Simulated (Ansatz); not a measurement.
# SVWN5/cc-pVDZ run of AsF3 (arsenic trifluoride)

Aim: the energy change on altering one bond length of AsF3 (arsenic trifluoride) at SVWN5/cc-pVDZ, from 2 runs. 

The calculation is run with Ansatz 0.2.0.

33 further runs of the same task are left out: 3 that didn't finish, 30 set aside as unsound or not needed.

## 1. Starting point

The species is AsF3 (4 atoms), meant as a singlet with charge 0. As SMILES, `F[As](F)F`. The coordinates come from a PBE0-D4/def2-TZVP relaxation.

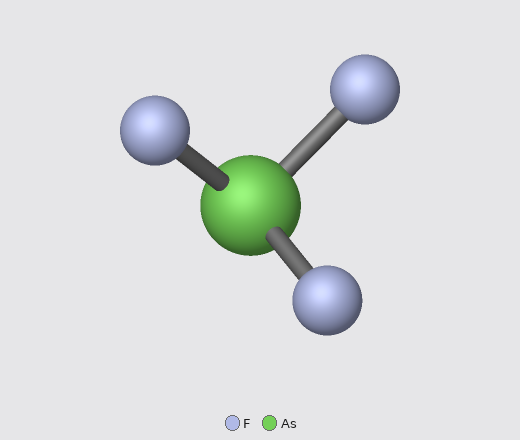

The structure, seen from a chosen angle (fluorine light blue, arsenic green).

## 2. The energy at SVWN5/cc-pVDZ

File molecule.yaml:

```yaml
crystal:
  periodic: [false, false, false]
  atoms:
    - {symbol: F, position_ang: [-0.445870, 0.395590, 1.362650]}
    - {symbol: As, position_ang: [-0.461950, -0.457240, -0.125630]}
    - {symbol: F, position_ang: [1.203970, -0.865930, -0.112740]}
    - {symbol: F, position_ang: [-0.296160, 0.927580, -1.124280]}
basis:
  gaussian:
    orbitals: cc-pVDZ
accuracy: high
hamiltonian:
  xc: {name: SVWN5}
output: {orbitals: {seedname: orbitals}}
```

Started as:

```console
$ ansatz run molecule.yaml --threads 1 --pin off --max-ram 3480MiB --events-out events.jsonl --progress --plain --runs-dir runs
```

The log of the run:

```text
Warning: RAYON_NUM_THREADS=1 ignored (pool sized by the plan → 1); use --threads N
Functional definition: SVWN5
  name "SVWN5"
  exchange = slater_x
  correlation = vwn5_c
1414 factors; integrals over basis functions are off by at most 4.5e-9 eV
mean field evaluation 1: about -68848.6770 eV, gradient 5.0e1 eV
mean field evaluation 2: about -68829.7032 eV, gradient 1.2e2 eV
mean field evaluation 4: about -68852.6055 eV, gradient 1.6e0 eV
mean field evaluation 8: about -68852.6127 eV, gradient 6.7e-2 eV
mean field evaluation 16: about -68852.6127 eV, gradient 1.9e-6 eV
mean field -68852.61270656 eV, -2530.2868469890 hartree, gradient 5.3e-8 eV, S^2 0.000000; 0 other end points of the search recorded, 0 dependent functions left out
reference -68852.61270850 eV, -2530.2868470603 hartree; 30, 30 occupied and 39, 39 virtual orbitals, 1414 factors
Total energy: -68852.61270850 eV, -2530.2868470603 hartree
```

It took 2.3 s on 1 thread of Arm Neoverse V2, shared host; peak memory 0.15 GiB.

## 3. The distorted shape at the same level

File input.yaml:

```yaml
basis:
  gaussian: {orbitals: cc-pVDZ}
crystal:
  periodic: [false, false, false]
  atoms:
    - {symbol: F, position_ang: [-0.443458, 0.523517, 1.585896]}
    - {symbol: As, position_ang: [-0.461950, -0.457240, -0.125630]}
    - {symbol: F, position_ang: [1.203970, -0.865930, -0.112740]}
    - {symbol: F, position_ang: [-0.296160, 0.927580, -1.124280]}
hamiltonian: {xc: {name: SVWN5}}
accuracy: high
output: {orbitals: {seedname: orbitals}}
```

Started as:

```console
$ ansatz run input.yaml --threads 1 --pin off --max-ram 3480MiB --events-out events.jsonl --progress --plain --runs-dir runs
```

The log of the run:

```text
Warning: RAYON_NUM_THREADS=1 ignored (pool sized by the plan → 1); use --threads N
[... 4 set-up lines as earlier in the session ...]
1400 factors; integrals over basis functions are off by at most 4.5e-9 eV
mean field evaluation 1: about -68847.2266 eV, gradient 5.3e1 eV
mean field evaluation 2: about -68775.4904 eV, gradient 2.0e2 eV
mean field evaluation 4: about -68851.5550 eV, gradient 1.8e1 eV
mean field evaluation 8: about -68852.1044 eV, gradient 4.6e-1 eV
mean field evaluation 16: about -68852.1048 eV, gradient 5.7e-5 eV
mean field -68852.10482613 eV, -2530.2681827273 hartree, gradient 1.6e-8 eV, S^2 0.000000; 0 other end points of the search recorded, 0 dependent functions left out
reference -68852.10482806 eV, -2530.2681827982 hartree; 30, 30 occupied and 39, 39 virtual orbitals, 1400 factors
Total energy: -68852.10482806 eV, -2530.2681827982 hartree
```

It took 2.4 s on 1 thread of Arm Neoverse V2, shared host; peak memory 0.15 GiB.

## 4. What came out

At SVWN5/cc-pVDZ:

```
                                                          quantity           value
                                         first shape: total energy  -2530.28685 Eh
                                          first shape: HOMO energy        -8.21 eV
                                          first shape: LUMO energy        -1.65 eV
                                        first shape: HOMO–LUMO gap         6.56 eV
                                     distorted shape: total energy  -2530.26818 Eh
                                      distorted shape: HOMO energy        -8.18 eV
                                      distorted shape: LUMO energy        -2.79 eV
                                    distorted shape: HOMO–LUMO gap         5.39 eV
energy change with the F1–As2 bond stretched from 1.715 to 1.973 Å        0.508 eV
```

With the F1–As2 bond stretched from 1.715 to 1.973 Å the energy rises by 0.51 eV (49.0 kJ/mol). The first shape isn't relaxed at this level, so the change isn't measured from a minimum.
